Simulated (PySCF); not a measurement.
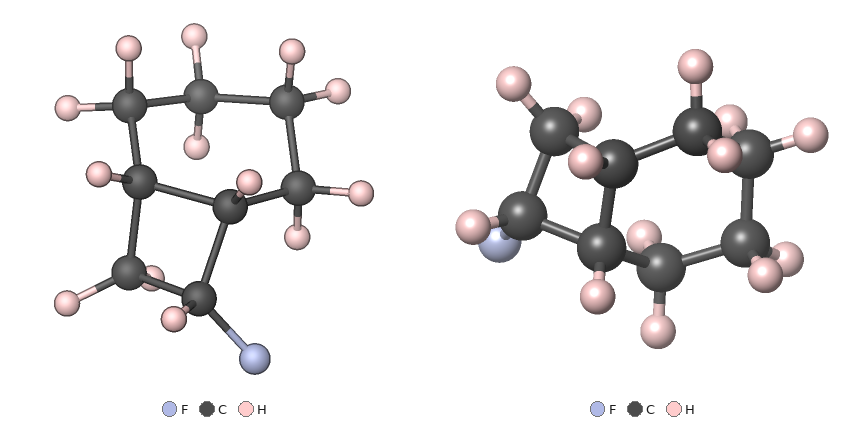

The same structure drawn twice, from different directions.

The geometry was computed by an optimisation with PBE0-D3(BJ)/def2-SVP. No frequency run is at hand to confirm it as a minimum.

> Which formula does it have?

C8H13F, 22 atoms: 8 carbon, 13 hydrogen and 1 fluorine.

> Write the SMILES.

F[C@@H]1C[C@@H]2CCCC[C@@H]21

> What is the point group of this geometry?

C1.

The parts below concern this one geometry. Atoms keep their numbers from picture to picture.

**Electronic properties**

No frequency run is at hand to confirm it as a minimum. Level of theory: PBE0/pcSseg-1 in dichloromethane (IEF-PCM) (PySCF 2.14.0).

Predict the main results.

- dipole moment: 2.20 D
- HOMO energy (Kohn–Sham orbital): −7.96 eV
- LUMO energy (Kohn–Sham orbital): 1.33 eV
- HOMO–LUMO gap: 9.29 eV

**Ring current**

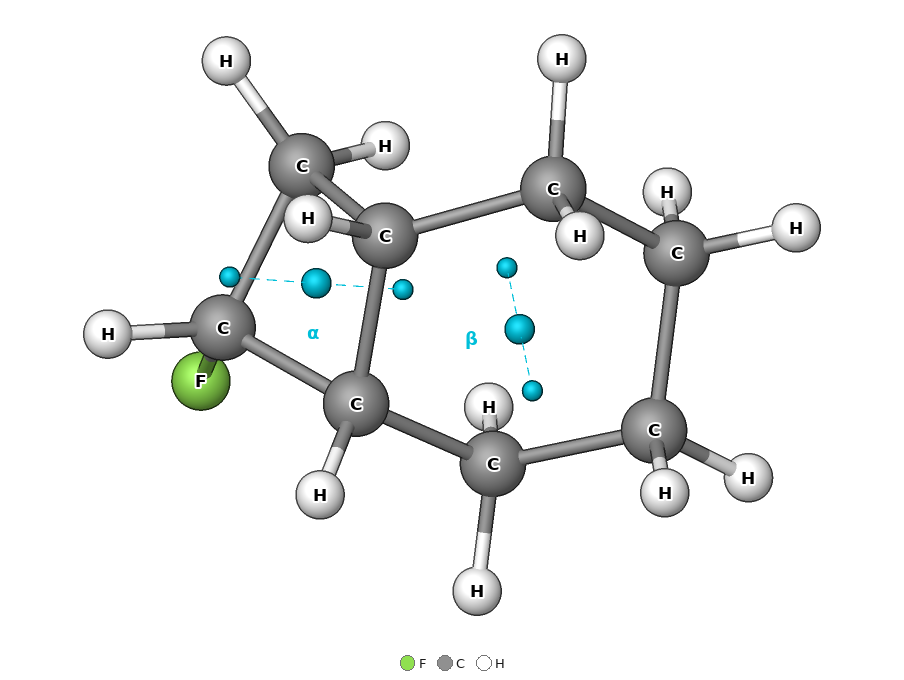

The small points mark where nucleus-independent chemical shifts (NICS) were computed: at the centre of each lettered ring and 1 Å above and below it. No frequency run is at hand to confirm it as a minimum. Level of theory: GIAO PBE0/pcSseg-1 NMR shielding, non-relativistic, IEF-PCM acetonitrile (PySCF 2.14.0).

Give NICS(0), NICS(1) and the out-of-plane component NICS(1)zz for each ring (means of the two sides).

```csv
ring,members,NICS(0),NICS(1),NICS(1)zz
α,C4,−6.5,−3.5,−0.3
β,C6,−2.4,−2.2,1.9
```

Values in ppm.

> What do the values say about the ring currents?

Ring β: weak, as in a non-aromatic ring. NICS is one index among several.

**NMR shielding**

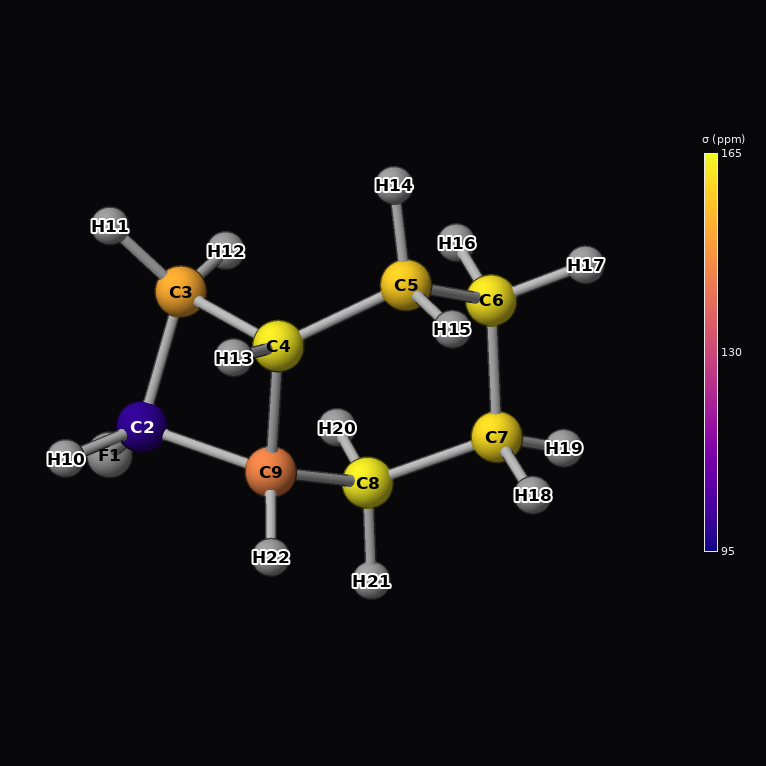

Atoms are coloured by their isotropic NMR shieldings (C only, the others grey). No frequency run is at hand to confirm it as a minimum. Properties computed with GIAO PBE0/pcSseg-1 NMR shielding, non-relativistic, IEF-PCM dichloromethane (PySCF 2.14.0).

Give the isotropic NMR shieldings of the C atoms atom by atom.

```json
{"atom": "C2", "σ (ppm)": "99.8"}
{"atom": "C3", "σ (ppm)": "152.1"}
{"atom": "C4", "σ (ppm)": "162.5"}
{"atom": "C5", "σ (ppm)": "157.9"}
{"atom": "C6", "σ (ppm)": "161.6"}
{"atom": "C7", "σ (ppm)": "160.2"}
{"atom": "C8", "σ (ppm)": "163.0"}
{"atom": "C9", "σ (ppm)": "144.6"}
```

**Charges**

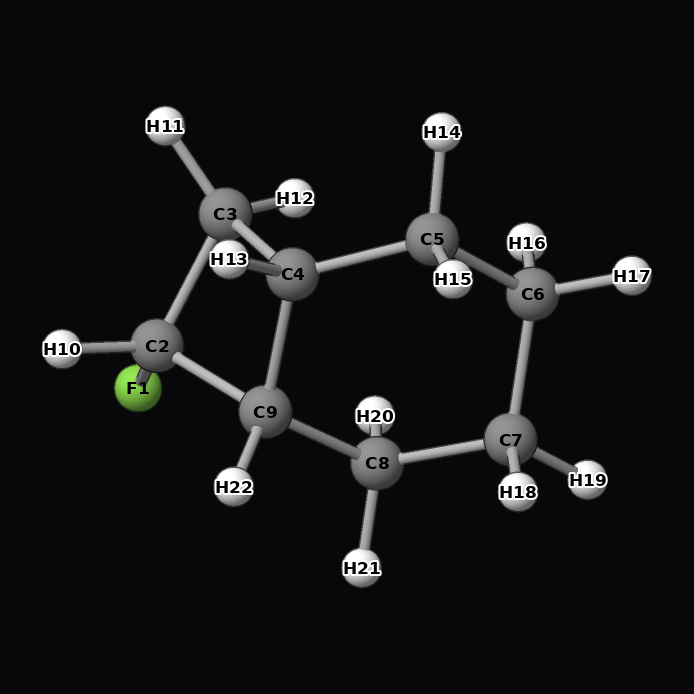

The questions are on ESP-fitted charges. No frequency run is at hand to confirm it as a minimum. Properties computed with PBE0/pcSseg-1 in acetonitrile (IEF-PCM) (PySCF 2.14.0).

Give the ESP-fitted charges atom by atom.

```json
{"atom": "F1", "value (e)": "−0.30"}
{"atom": "C2", "value (e)": "0.23"}
{"atom": "C3", "value (e)": "−0.28"}
{"atom": "C4", "value (e)": "0.14"}
{"atom": "C5", "value (e)": "−0.25"}
{"atom": "C6", "value (e)": "0.02"}
{"atom": "C7", "value (e)": "−0.14"}
{"atom": "C8", "value (e)": "0.00"}
{"atom": "C9", "value (e)": "−0.15"}
{"atom": "H10", "value (e)": "0.07"}
{"atom": "H11", "value (e)": "0.08"}
{"atom": "H12", "value (e)": "0.13"}
{"atom": "H13", "value (e)": "0.02"}
{"atom": "H14", "value (e)": "0.07"}
{"atom": "H15", "value (e)": "0.08"}
{"atom": "H16", "value (e)": "0.02"}
{"atom": "H17", "value (e)": "0.03"}
{"atom": "H18", "value (e)": "0.06"}
{"atom": "H19", "value (e)": "0.04"}
{"atom": "H20", "value (e)": "0.05"}
{"atom": "H21", "value (e)": "0.03"}
{"atom": "H22", "value (e)": "0.06"}
```
